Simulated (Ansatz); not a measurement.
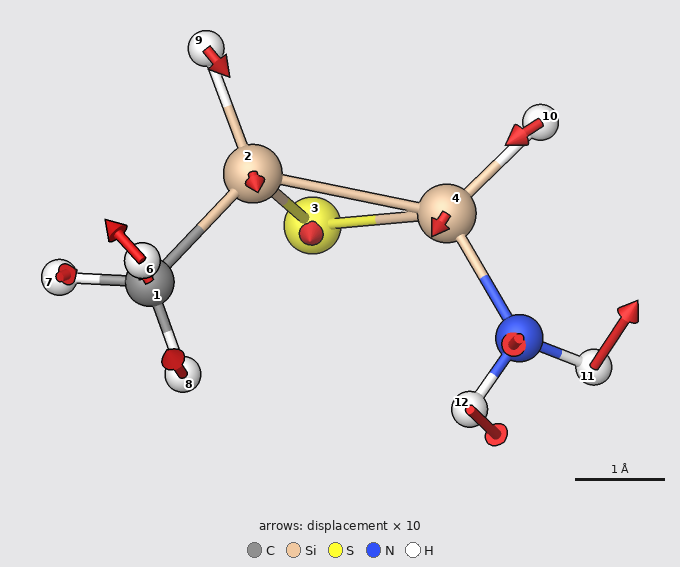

A relaxation of CH7NSSi2. The starting structure is drawn; red arrows show the displacements, 10 times their true length. The two geometries are superimposed by the best rigid fit.

The picture is a ball-and-stick view, seen at a tilt.

The start comes from PBE-D4/def2-SVP.

The calculation used RKS PBE0-D4/def2-TZVP (Ansatz).

Input
```yaml
crystal:
  periodic: [false, false, false]
  atoms:
    - {symbol: C, position_ang: [-1.440499, -0.897710, 1.236543]}
    - {symbol: Si, position_ang: [0.152879, 0.114137, 1.224933]}
    - {symbol: S, position_ang: [-0.005813, 2.124084, 0.363536]}
    - {symbol: Si, position_ang: [1.261485, 0.644316, -0.673171]}
    - {symbol: N, position_ang: [0.845263, 0.001326, -2.232639]}
    - {symbol: H, position_ang: [-1.220093, -1.964798, 1.445942]}
    - {symbol: H, position_ang: [-2.129208, -0.525830, 2.022820]}
    - {symbol: H, position_ang: [-1.957627, -0.825899, 0.259538]}
    - {symbol: H, position_ang: [0.837041, 0.065245, 2.564914]}
    - {symbol: H, position_ang: [2.696114, 1.070154, -0.747386]}
    - {symbol: H, position_ang: [1.125938, 0.534898, -3.061172]}
    - {symbol: H, position_ang: [-0.088580, -0.394924, -2.369859]}
basis:
  gaussian: {orbitals: def2-TZVP}
hamiltonian: {xc: pbe0, dispersion: d4}
relax: {f_tol: 0.005, max_steps: 150}
```

Command:
```bash
ansatz run in.yaml --threads 4 --pin off --events-out ev --progress --plain --max-ram 10444MiB
```

What happened in the run?

Answer. Over 7 accepted moves (8 points after the start) the energy falls by 6.52 kJ/mol. The largest force component goes from 0.72 to 0.0022 eV/Å. The line search rejected the trial step at point 7 of the run. The largest moves after the best rigid fit, 0.10 Å, are those of H11 and H12. Largest moves by element: H 0.10 Å, N 0.06 Å, S 0.05 Å, Si 0.03 Å, C 0.02 Å. Some distances before and after: S3–Si4 2.207 → 2.166 Å, Si2–S3 2.193 → 2.160 Å, Si4–N5 1.737 → 1.708 Å, C1–Si2 1.888 → 1.867 Å. Among the angles between lasting bonds that change: Si4–N5–H12 118.8° → 120.8°.
